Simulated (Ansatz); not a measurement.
Run report: AlH2O2 (charge −1), phonon calculation

System: AlH2O2, charge −1, SMILES [O-][AlH][OH].
Method: RKS B3LYP/def2-SVP (Ansatz 0.2.0).

It belongs to a series of runs on one base structure; here: vibrations at the highest image of the band. Figures and captions count atoms from 1; the log counts them from 0 in places.

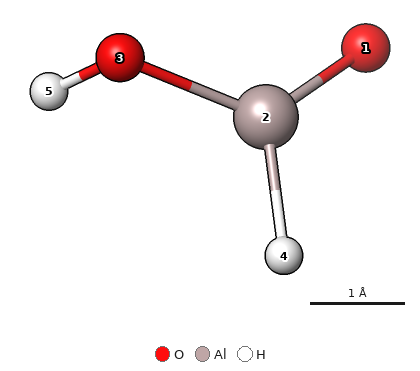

**Figure 1.** The input geometry (ball-and-stick view, seen at a tilt; atoms are numbered from 1 in the order of the input). Sticks mark near contacts. Bond lengths as drawn: Al–H 1.64 Å, Al–O 1.64 to 1.77 Å and H–O 0.96 Å.

**Summary**

```tsv
quantity	value
outcome	converged
total energy	−10720.9879 eV
mean-field energy	−10720.9879 eV
largest force (length of the vector)	0.030 eV/Å
hardware	1 thread of Intel Xeon (Granite Rapids), 128 GiB of memory available, shared host
wall time	14 s
peak memory	0.12 GiB
```

**Input file**
```yaml
crystal:
  periodic: [false, false, false]
  atoms:
    - { symbol: O, position_ang: [-1.021294, -1.228655, 1.270658] }
    - { symbol: Al, position_ang: [-0.446542, -0.276317, 0.062954] }
    - { symbol: O, position_ang: [0.697015, 1.071428, 0.219978] }
    - { symbol: H, position_ang: [-0.830154, -0.422287, -1.521431] }
    - { symbol: H, position_ang: [1.600975, 0.85582, -0.032159] }
total_charge: -1
basis:
  gaussian: { orbitals: def2-SVP }
hamiltonian:
  xc: b3lyp
phonons: {}
```

Launched with:
```bash
ansatz run input.yaml --threads 1 --pin off --max-ram 2048MiB --backend cpu --events-out ev --progress --plain --runs-dir out
```

**What the program printed**
```
Engine: ansatz 0.2.0, x86_64-unknown-linux-gnu
Functional definition: B3LYP
  parameter a0 = 0.2
  parameter ax = 0.72
  parameter ac = 0.81
  exchange = (1 - a0 - ax)*slater_x + ax*b88_x + a0*exact_x
  correlation = (1 - ac)*vwn_rpa_c + ac*lyp_c
553 factors; integrals over basis functions are off by at most 3.3e-4 eV
mean field evaluation 1: about -10717.6647 eV, gradient 3.9e1 eV
mean field evaluation 2: about -10668.6978 eV, gradient 1.4e2 eV
mean field evaluation 4: about -10720.7874 eV, gradient 1.1e1 eV
mean field evaluation 8: about -10720.9876 eV, gradient 1.1e-1 eV
mean field -10720.98766224 eV, -393.9890296410 hartree, gradient 6.9e-5 eV, S^2 0.000000; 0 other end points of the search recorded, 0 dependent functions left out
the calculation of the forces begins
reference -10720.98788050 eV, -393.9890376618 hartree; 16, 16 occupied and 40, 40 virtual orbitals, 553 factors
these checks for a lower state are left out or cut short: stability, starts, cluster_reference, orbital_swaps, neighbouring_geometries, increment
553 factors; integrals over basis functions are off by at most 3.3e-4 eV
mean field evaluation 16: about -10720.9876 eV, gradient 8.4e-2 eV
mean field -10720.98764441 eV, -393.9890289855 hartree, gradient 2.3e-6 eV, S^2 0.000000; 0 other end points of the search recorded, 0 dependent functions left out
[... from here on the field's lines of each further geometry are left out, up to the last ...]
the calculation of the forces begins
reference -10720.98785328 eV, -393.9890366616 hartree; 16, 16 occupied and 40, 40 virtual orbitals, 553 factors
these checks for a lower state are left out or cut short: stability, starts, cluster_reference, orbital_swaps, neighbouring_geometries, increment
553 factors; integrals over basis functions are off by at most 3.3e-4 eV
mean field -10720.98766982 eV, -393.9890299195 hartree, gradient 6.2e-7 eV, S^2 0.000000; 0 other end points of the search recorded, 0 dependent functions left out
the calculation of the forces begins
reference -10720.98788809 eV, -393.9890379408 hartree; 16, 16 occupied and 40, 40 virtual orbitals, 553 factors
WARN: phonons: modes at or below zero, which the zero-point energy, F, S and C_V leave out: 1, the lowest at -340.61 cm⁻¹. A minimum has none, and a first-order saddle one
Total energy: -10720.98788050 eV, -393.9890376618 hartree
Atom 0 at    -1.021294    -1.228655     1.270658 Å, force     0.000136     0.000113    -0.001952 eV/Å
Atom 1 at    -0.446542    -0.276317     0.062954 Å, force    -0.010073    -0.015957    -0.005067 eV/Å
Atom 2 at     0.697015     1.071428     0.219978 Å, force    -0.011468     0.026133     0.007855 eV/Å
Atom 3 at    -0.830154    -0.422287    -1.521431 Å, force     0.001946     0.001065     0.006156 eV/Å
Atom 4 at     1.600975     0.855820    -0.032159 Å, force     0.019459    -0.011354    -0.006991 eV/Å
Dipole moment:     0.624259     0.412333    -0.311484 e Å
Vibrations: -340.61 298.20 439.64 609.86 694.36 755.70 1032.35 1706.35 3868.04 cm⁻¹, zero-point energy 0.583005 eV
```

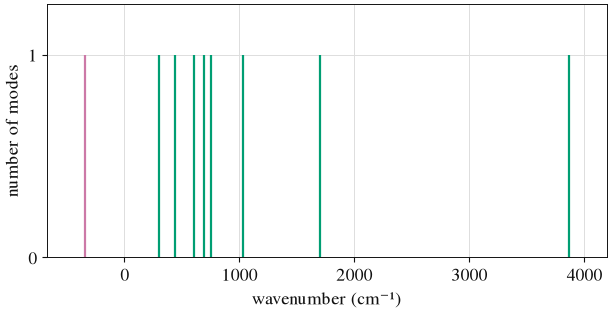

**Figure 2.** Harmonic vibrational wavenumbers from the force constants; neighbouring modes closer than 19 cm⁻¹ are counted in one stick, and imaginary ones are drawn at negative wavenumbers. 9 modes from 341i to 3868 cm⁻¹, 1 imaginary beyond 8i (341i cm⁻¹): a first-order saddle point, if the geometry is stationary.
